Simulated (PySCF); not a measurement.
Run report: ZrFOH, frequency calculation

ZrFOH, multiplicity 3, computed with UKS-based PBE0, Zr def2-TZVP with ECP28, F def2-TZVP, O def2-TZVP, H def2-TZVP; non-relativistic Hamiltonian with a scalar-relativistic core potential; density fitting (PySCF 2.14.0).

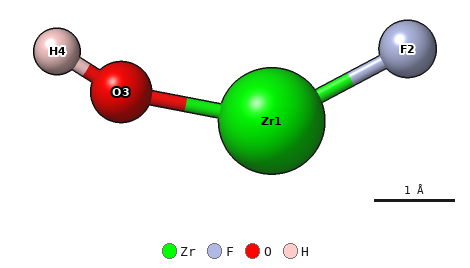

Fig. 1: The structure as given in the input (ball-and-stick view, seen on its broad side; atoms are numbered from 1 in the order of the input). Sticks mark near contacts. Bond lengths as drawn: F–Zr 1.93 Å, H–O 0.95 Å and O–Zr 1.92 Å.

### The input
```python
from pyscf import gto, scf, dft
mol = gto.M(atom='''
Zr    -0.030644    -0.074091    -0.171277
F      1.806223     0.051225     0.392172
O     -1.814315     0.316347     0.432995
H     -2.510518     0.620475     1.009992''',
    basis={'Zr': 'def2-TZVP', 'F': 'def2-TZVP', 'O': 'def2-TZVP', 'H': 'def2-TZVP'},
    ecp={'Zr': 'def2-TZVP'},
    charge=0, spin=2)
mf = dft.UKS(mol, xc='PBE0')
mf.grids.atom_grid = (75, 302)
aux = {'Zr': 'def2-universal-JKFIT', 'F': 'def2-universal-JKFIT', 'O': 'def2-universal-JKFIT', 'H': 'def2-universal-JKFIT'}
mf = mf.density_fit(auxbasis=aux)
mf.conv_tol = 1e-09
mf.diis_space = 10
mf.max_cycle = 60
mf.verbose = 4
mf.kernel()
```

The script is an equivalent of the set-up of the self-consistent field. The run itself was carried out by a driver, which started from the orbitals of the step before it where there was one and computed the further properties.

Run as:
```bash
OMP_NUM_THREADS=4 python axn.py task.json out
```

### Log
```
init E= -222.684438555511
  alpha nocc = 16  HOMO = -0.184353770997315  LUMO = -0.0214416306386406
  beta  nocc = 14  HOMO = -0.35493938295312  LUMO = -0.0690718788646585
  HOMO = -0.184353770997  LUMO = -0.0690718788647  gap/eV = 3.13698
cycle= 1 E= -222.684438555503  delta_E= 7.62e-12  |g|= 6.4e-06  |ddm|= 5.08e-06
  alpha nocc = 16  HOMO = -0.184353332169392  LUMO = -0.0214409617776813
  beta  nocc = 14  HOMO = -0.354939517965097  LUMO = -0.0690715364613759
  HOMO = -0.184353332169  LUMO = -0.0690715364614  gap/eV = 3.13698
Extra cycle  E= -222.68443855547  delta_E= 3.25e-11  |g|= 1.2e-05  |ddm|= 8.41e-06
converged SCF energy = -222.68443855547  <S^2> = 2.0032832  2S+1 = 3.002188
```

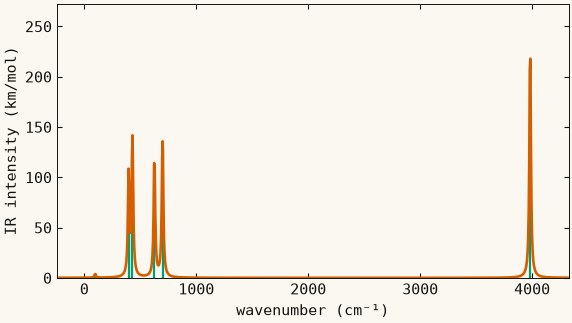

Fig. 2: Harmonic infrared spectrum, unscaled: sticks (degenerate modes added up, dark ones marked on the axis) with a Lorentzian envelope of 16 cm⁻¹ full width, scaled to the tallest stick. 6 modes from 97 to 3982 cm⁻¹, none imaginary. The strongest line is at 3982 cm⁻¹ (218 km/mol). All modes, in cm⁻¹ (km/mol): 97 (3.6), 396 (96), 430 (129), 626 (113), 699 (130), 3982 (218).

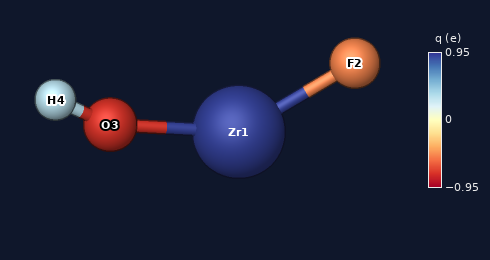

Fig. 3: Mulliken charges, as the colour of each atom (ball-and-stick view, seen at a tilt; atoms are numbered from 1 in the order of the input). By element: Zr +0.91, F −0.49, O −0.74 and H +0.33 e.

### Results in brief

- outcome: converged
- total energy: −222.684439 hartree
- ⟨S²⟩: 2.003
- zero-point energy: 0.014192 hartree
- dipole moment: 2.08 D
- wavenumbers, lowest and highest: 97 and 3982 cm⁻¹
- hardware: 4 threads of Arm Neoverse V2, 24 GiB of memory available, shared host
- wall time: 59 s (CPU time 3.2 min)
- peak memory: 1.2 GiB
